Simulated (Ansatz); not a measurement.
Input

```
crystal:
  periodic: [false, false, false]
  atoms:
    - { symbol: W, position_ang: [-0.410244, 0.222302, -0.02059] }
    - { symbol: O, position_ang: [-0.520802, 0.12479, 1.901926] }
    - { symbol: H, position_ang: [-0.058277, -0.527999, 2.449432] }
    - { symbol: H, position_ang: [0.943644, 0.162325, -1.016263] }
    - { symbol: F, position_ang: [-0.237762, 2.013011, -0.583264] }
    - { symbol: F, position_ang: [-2.192155, -0.144591, -0.50627] }
    - { symbol: H, position_ang: [0.751607, -0.928388, 0.387215] }
    - { symbol: H, position_ang: [-0.293499, -1.117102, -1.022878] }
    - { symbol: S, position_ang: [2.300921, 1.881476, 1.706935] }
    - { symbol: H, position_ang: [2.99771, 0.761788, 2.020248] }
    - { symbol: H, position_ang: [1.184257, 1.452588, 2.399609] }
basis:
  gaussian: { orbitals: def2-SVP }
hamiltonian:
  xc: b3lyp
relax:
  f_tol: 0.03
  max_steps: 50
output:
  orbitals: {}
```

Run with:

```sh
ansatz run input.yaml --threads 4 --pin off --max-ram 5120MiB --backend cpu --events-out ev --progress --plain --runs-dir out
```

The fields are those of the run's last geometry, not of the input's.

Core potentials replace the inner electrons of W.

Theory: RKS B3LYP/def2-SVP (Ansatz).

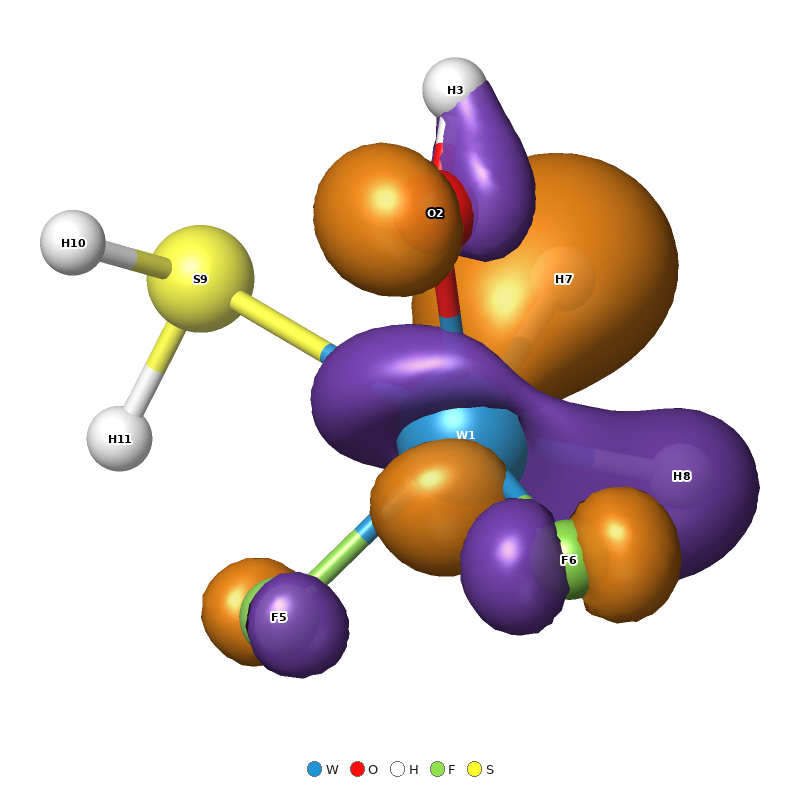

F$_{2}$H$_{6}$OSW. The HOMO at ±0.15 Å⁻³ᐟ² (orange and purple are the two phases), seen at a tilt.

Where does this orbital lie, and at what energy?

Answer. It lies mainly on W1 (about 35 %), H7 (about 25 %), O2 (about 10 %), F6 (about 10 %) and H8 (about 10 %). Its energy is −7.82 eV.
